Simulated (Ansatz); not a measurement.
H$_{5}$O$_{2}$Si$_{2}$ (charge +1)

The calculation's input:

```
crystal:
  periodic: [false, false, false]
  atoms:
    - { symbol: O, position_ang: [-1.27393, -0.03858, -1.64104] }
    - { symbol: Si, position_ang: [-0.0211, 0.80399, -1.52219] }
    - { symbol: Si, position_ang: [0.84614, 0.2969, 0.6033] }
    - { symbol: O, position_ang: [-0.57348, -0.90792, 0.798] }
    - { symbol: H, position_ang: [0.60163, 1.73948, -2.43501] }
    - { symbol: H, position_ang: [0.56918, 1.1208, 1.77721] }
    - { symbol: H, position_ang: [1.92461, -0.66064, 0.82739] }
    - { symbol: H, position_ang: [-1.20249, -0.92794, 0.03133] }
    - { symbol: H, position_ang: [-0.87056, -1.42608, 1.56101] }
total_charge: 1
basis:
  gaussian: { orbitals: def2-SVP }
hamiltonian:
  xc: b3lyp
relax:
  f_tol: 0.015
  max_steps: 40
output:
  orbitals: {}
```

Run with:

```sh
ansatz run input.yaml --threads 1 --pin off --max-ram 2048MiB --backend cpu --events-out ev --progress --plain --runs-dir out
```

The fields are those of the relaxed geometry.

Method: RKS B3LYP/def2-SVP in Ansatz.

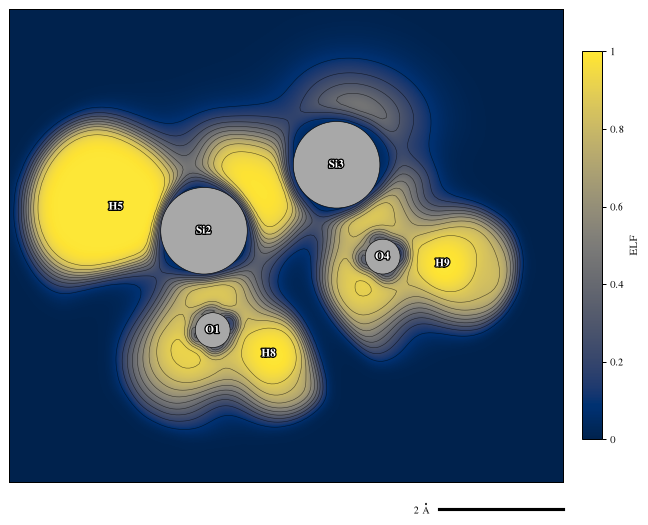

Figure 1. Electron localisation function on the plane of atoms Si2, Si3 and O4. Grey discs cover the atomic cores.

Q: Interpret the plot.

A:
- Atoms in the plane: O, Si and H.
- Si–O (1.61 Å): the ELF peaks at about 0.85 between the atoms: a polar covalent bond.
- Si–Si (2.39 Å): the ELF peaks at about 1 between the atoms (localised, covalent bonding).
- O–H (0.97 Å): the ELF climbs to about 1 towards the hydrogen, as it does in any bond to H (an ordinary covalent bond to hydrogen).
- Si–O (1.66 Å): the ELF peaks at about 0.85 between the atoms: a polar covalent bond.
- Si–H (1.48 Å): the ELF climbs to about 1 towards the hydrogen.
- The ELF also peaks beside O1, away from the bonds: lone-pair regions.

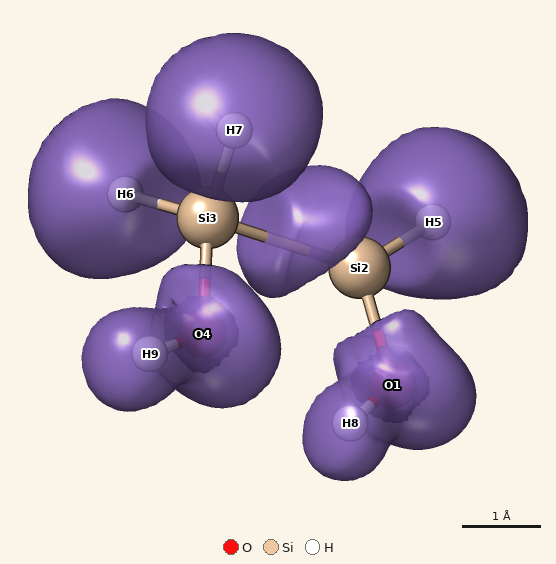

Figure 2. Isosurface of the electron localisation function at 0.75 (purple), seen at a tilt. Only the valence region is drawn (cores and ρ < 0.01 e/Å³ removed).

Q: Identify the bonds, lone pairs and shells in this picture.

A: The surface consists of one region between bonded Si–Si atoms (shared pairs), three regions around hydrogen nuclei and two joined regions spread over several atoms (H, O), in which their bonds and any lone pairs are merged.

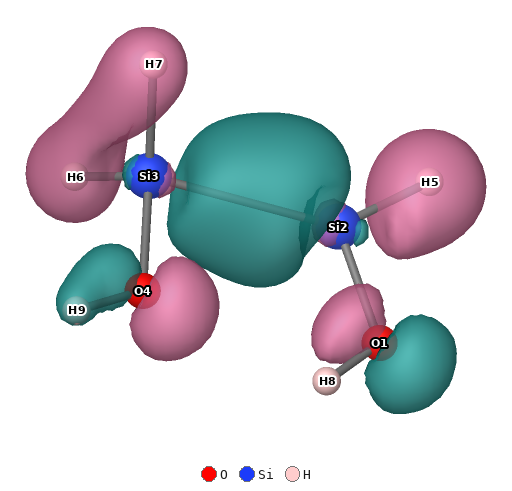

Figure 3. The HOMO−1 at ±0.15 Å⁻³ᐟ² (teal and pink are the two phases), seen at a tilt.

Q: Describe this orbital and give its energy.

A: It lies mainly on Si2 (about 30 %), Si3 (about 25 %), O1 (about 10 %), O4 (about 10 %) and H5 (about 10 %). Its energy is −13.74 eV.
